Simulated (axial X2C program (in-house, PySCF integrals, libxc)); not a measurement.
# CuCl⁻: properties at the nuclei

Aim: properties at the nuclei of CuCl⁻, with spin–orbit coupling in the Hamiltonian from the start.

Computed with an in-house X2C program for linear molecules on PySCF integrals. Level: two-component X2C with atomic mean-field terms, Cu dyall-acv3z, Cl dyall-av3z.

All values are calculated.

**1. Set-up**

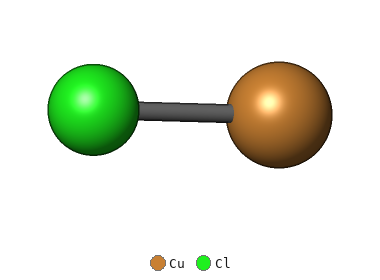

The two atoms at 2.110 Å (copper orange, chlorine green).

Contents of task.json:

```json
{"zs": [29, 17], "q": -1, "bas": ["dyall-acv3z", "dyall-av3z"], "r0": 2.11, "levels": ["PBE0", "HF", "PBE", "LDA", "B3LYP"], "nst": 3}
```

Keys: zs atomic numbers; q charge; bas basis sets; r0 starting distance in Å; levels methods (HF also brings MP2); nst determinants followed.

Launch:

```console
$ python soeom.py task.json out
```

Nuclei are Gaussian, cores are contracted, and the Gaunt term is on.

**2. Expectation values, lowest determinant**

R = 2.176 Å. State: Ω = 1/2 (excess of +ω over −ω: ω = 1/2).

Output of the PBE0 run:

```text
two-component X2C + atomic mean field  PBE0
basis functions 183  fitting functions 958  grid points 5080
iter        total energy     max residual
   1      -2115.633929992     1.54e-05
   2      -2115.633929986     4.90e-05
   3      -2115.633930005     7.00e-06
   4      -2115.633930007     4.95e-06
   5      -2115.633930009     8.82e-07
converged
one-electron -3191.29412722  Coulomb 1052.56331000  exact exchange -23.54996165  xc functional -72.66060004  nuclear repulsion 119.89171185  atomic mean-field constant -0.58426295
```

The highest occupied spinor is 56% Cu s, 27% Cu p, 8% Cl p.

```tsv
level	Eeff magnitude (GV/cm)	Ws magnitude Cu (kHz)	A∥/gI Cu (MHz)	qzz Cu (a.u.)	A∥/gI Cl (MHz)	qzz Cl (a.u.)
PBE0	0.886	0.735	1440	-0.51	148	1.02
HF	0.555	0.47	886	-1.18	84	0.64
PBE	0.911	0.754	1510	-0.14	164	1.19
LDA	0.988	0.807	1680	-0.18	181	1.22
B3LYP	0.939	0.768	1500	-0.37	167	1.05
```

Eeff is the effective electric field on the electron dipole moment in this Ω state and Ws the scalar–pseudoscalar constant (defined with the proton number Z and per Ω); A∥ is the parallel hyperfine constant, which follows by multiplying with the nuclear g factor gI = μI/(I μN); qzz is the electric field gradient, eQq0 = 234.96 MHz × Q/barn × qzz. The operators were transformed with the bare-nucleus X2C matrices.

**3. Expectation values, a higher determinant**

R = 2.176 Å. State: Ω = 3/2 (excess of +ω over −ω: ω = 3/2), 1.64 eV above the lowest in the PBE0 search for states (made at or near this distance, with looser thresholds).

Output of the PBE0 run:

```text
two-component X2C + atomic mean field  PBE0
basis functions 183  fitting functions 958  grid points 5080
iter        total energy     max residual
   1      -2115.573759278     7.56e-06
   2      -2115.573759281     1.03e-05
   3      -2115.573759282     3.33e-06
converged
one-electron -3185.48784164  Coulomb 1046.71321494  exact exchange -23.52953293  xc functional -72.57704854  nuclear repulsion 119.89171185  atomic mean-field constant -0.58426295
```

The highest occupied spinor is 98% Cu p.

```tsv
level	Eeff magnitude (GV/cm)	Ws magnitude Cu (kHz)	A∥/gI Cu (MHz)	qzz Cu (a.u.)	A∥/gI Cl (MHz)	qzz Cl (a.u.)
PBE0	0.00817	0.00159	18.2	0.08	1.24	2.08
HF	0.0006	6.2e-05	3.62	-0.81	1.17	1.25
PBE	0.0213	0.00458	31.6	0.60	1.68	2.44
LDA	0.0189	0.00383	32.5	0.65	3.4	2.53
B3LYP	0.00975	0.00173	17	0.26	2.06	2.22
```

**4. Expectation values, a higher determinant**

R = 2.176 Å. State: Ω = 3/2 (excess of +ω over −ω: ω = 3/2), 2.06 eV above the lowest in the PBE0 search for states (made at or near this distance, with looser thresholds).

Output of the PBE0 run:

```text
two-component X2C + atomic mean field  PBE0
basis functions 183  fitting functions 958  grid points 5080
iter        total energy     max residual
   1      -2115.558148962     1.33e-05
   2      -2115.558148965     1.34e-05
   3      -2115.558148966     6.63e-06
converged
one-electron -3186.34591952  Coulomb 1047.51744203  exact exchange -23.51980890  xc functional -72.51731148  nuclear repulsion 119.89171185  atomic mean-field constant -0.58426295
```

The highest occupied spinor is 60% Cu s, 19% Cu p, 10% Cl p.

```tsv
level	Eeff magnitude (GV/cm)	Ws magnitude Cu (kHz)	A∥/gI Cu (MHz)	qzz Cu (a.u.)	A∥/gI Cl (MHz)	qzz Cl (a.u.)
PBE0	0.0379	0.0145	606	0.33	37.4	0.21
HF	0.263	0.0687	611	-0.02	5.17	0.36
PBE	0.023	0.0123	489	0.21	105	-0.30
LDA	0.0163	0.0106	472	0.13	116	-0.41
B3LYP	0.024	0.0115	583	0.33	52.2	0.06
```

**5. Results**

```
                                        quantity                                    value
                              lowest determinant  Ω = 1/2 (excess of +ω over −ω: ω = 1/2)
                    Eeff magnitude (GV/cm), PBE0                                    0.886
                     Ws magnitude Cu (kHz), PBE0                                    0.735
                            A∥/gI Cu (MHz), PBE0                                     1440
                             qzz Cu (a.u.), PBE0                                    -0.51
                              higher determinant  Ω = 3/2 (excess of +ω over −ω: ω = 3/2)
Eeff magnitude (GV/cm), PBE0, higher determinant                                  0.00817
 Ws magnitude Cu (kHz), PBE0, higher determinant                                  0.00159
        A∥/gI Cu (MHz), PBE0, higher determinant                                     18.2
         qzz Cu (a.u.), PBE0, higher determinant                                     0.08
                              higher determinant  Ω = 3/2 (excess of +ω over −ω: ω = 3/2)
Eeff magnitude (GV/cm), PBE0, higher determinant                                   0.0379
 Ws magnitude Cu (kHz), PBE0, higher determinant                                   0.0145
        A∥/gI Cu (MHz), PBE0, higher determinant                                      606
         qzz Cu (a.u.), PBE0, higher determinant                                     0.33
```

What this shows: In the first state, the effective field runs from 0.555 to 0.988 GV/cm over the mean-field levels. The expectation values come from single determinants, which for open shells can mix terms of unlike spin or miss the lowest Ω, so a determinant need not be a state. Eeff is the effective electric field on the electron dipole moment in this Ω state and Ws the scalar–pseudoscalar constant (defined with the proton number Z and per Ω); A∥ is the parallel hyperfine constant, which follows by multiplying with the nuclear g factor gI = μI/(I μN); qzz is the electric field gradient, eQq0 = 234.96 MHz × Q/barn × qzz. The operators were transformed with the bare-nucleus X2C matrices.
